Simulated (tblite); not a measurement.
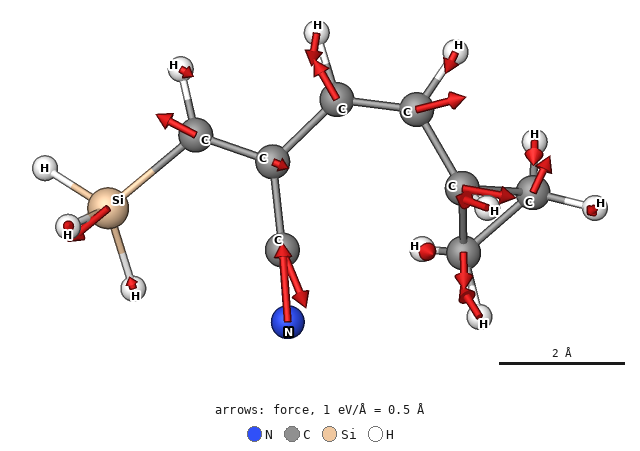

Starting geometry of C8H11NSi with the computed forces as red arrows. A ball-and-stick model, seen face on.

Method: GFN2-xTB geometry optimisation, gas phase in tblite. 

**Is this structure relaxed? If not, where do the atoms go?**

It isn't relaxed: the largest force vector, on the N atom, is 2.63 eV/Å. The final displacements have little in common with the starting forces (cosine between the two patterns 0.12). An H atom moves most after the best rigid fit: 2.44 Å. Largest moves by element: H 2.44 Å, C 1.27 Å, Si 0.61 Å, N 0.33 Å. Near-neighbour distances that change, for instance: C–Si 1.833 → 1.883 Å, C–H 1.126 → 1.079 Å, C–C 1.307 → 1.339 Å, C–C 1.326 → 1.352 Å. Bond angles that change, for instance: C–C–C 110.4° → 118.4°, C–C–H 109.2° → 116.4°, C–C–H 122.6° → 116.6°. Groups turn about C–C by about 95°, C–Si by about 25°. After 208 geometry steps the energy has fallen by 0.784 eV. Cost: 1.7 s on 1 thread of Arm Neoverse V2 (shared host).
